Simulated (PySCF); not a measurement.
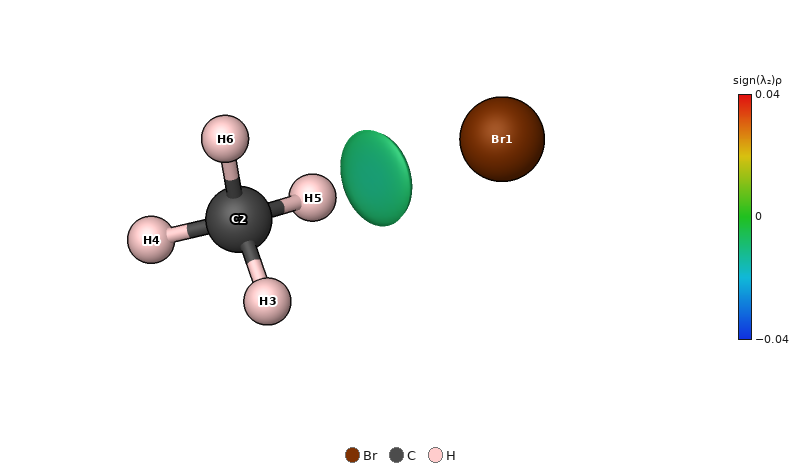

Figure 1: CH$_{4}$Br, charge −1, SMILES `[Br-].C`. Non-covalent interaction surfaces between the fragments (reduced density gradient s = 0.6, coloured by sign(λ₂)ρ in a.u.; trimmed to the region between the fragments where ρ is under 0.06 a.u.). Fragment A: Br(−1) (atom 1); fragment B: H4C.

Level of theory: HF/def2-SVPD (PySCF), at a geometry from GFN2-xTB. GFN2-xTB bond lengths at metals and heavier atoms can be off by up to 0.1 Å and shapes distorted, which carries into these values.

> Which interactions hold the two fragments together?

Bond critical points between the fragments: Br1···H5, weak C–H hydrogen bond, 2.80 Å, ρ = 0.010 a.u. It is weak and appears green, as weak hydrogen bonds do. The pose is a local one from a semi-empirical search, not shown to be the most stable. With a charged fragment, long-range electrostatics, which these surfaces don't show, weighs heavily in the interaction energy.

> How strongly are they bound?

The counterpoise-corrected interaction energy of the frozen fragments is −0.2 kcal/mol without dispersion correction and −1.6 kcal/mol with D3(BJ). The pair geometry is semi-empirical, not a minimum at this level.
